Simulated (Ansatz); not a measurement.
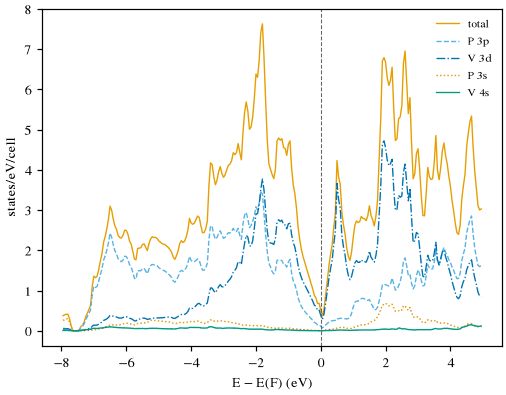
Figure: Total and projected density of states of VP₂ in space group C2/m (No. 12; V on 4i, P on 4i, P on 4i), the program Ansatz at the r²SCAN level (PAW)

Question: Which orbitals carry the states next to the Fermi level?

Answer: Within 0.5 eV of the Fermi level: V 3d 78 %, P 3p 17 %. Projections are on Löwdin-orthogonalised atomic valence shells; empty p or d shells of many metals are not among them.

Question: Where is the tallest occupied peak in this window, and what makes it?

Answer: Near -1.8 eV, about 7.6 states/eV per cell; the largest projected share is V 3d.

The first step of the workflow began from a Materials Project structure, measured or hypothetical; the Crystallography Open Database copy checked does not list it. Whether it is the stable phase at ambient conditions was not checked. The cell was relaxed with r²SCAN under the symmetry of its start; its stability against distortions is not shown here. The run is not spin-polarised.

Potentials: the later of the program's two PAW sets.
